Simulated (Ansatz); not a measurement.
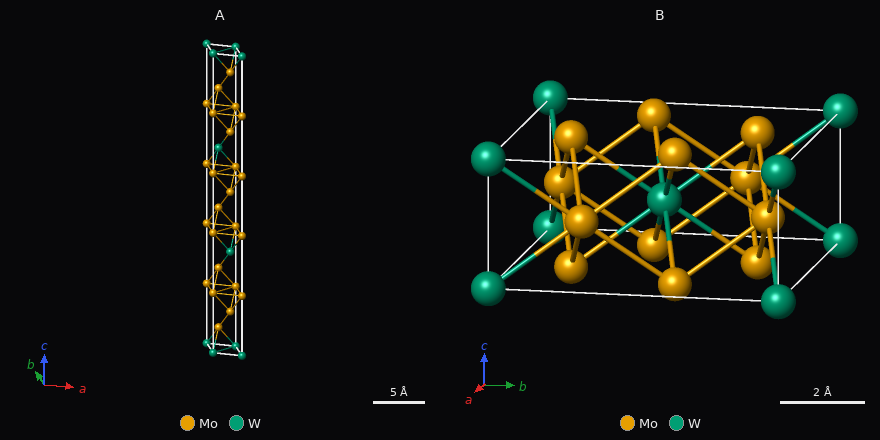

Two structures of Mo4W, each relaxed to rest (conventional cells in solid outline, small ones repeated, not to one scale). Method: DFT PBE, scalar-relativistic, plane waves, PAW in Ansatz, without spin polarisation.

> Give the type and space group of each.

A: 15 atoms a cell on a rhombohedral (trigonal R) lattice, R-3m. B: 10 atoms a cell on a body-centred tetragonal lattice, I4/m.

> Which is the more stable form at this level of theory?

B is lower, by 381 meV/atom at this level of theory (energies at zero smearing). Volumes: A 16.3, B 15.9 Å³/atom.

One or both may be structure types tried for this composition rather than known phases.
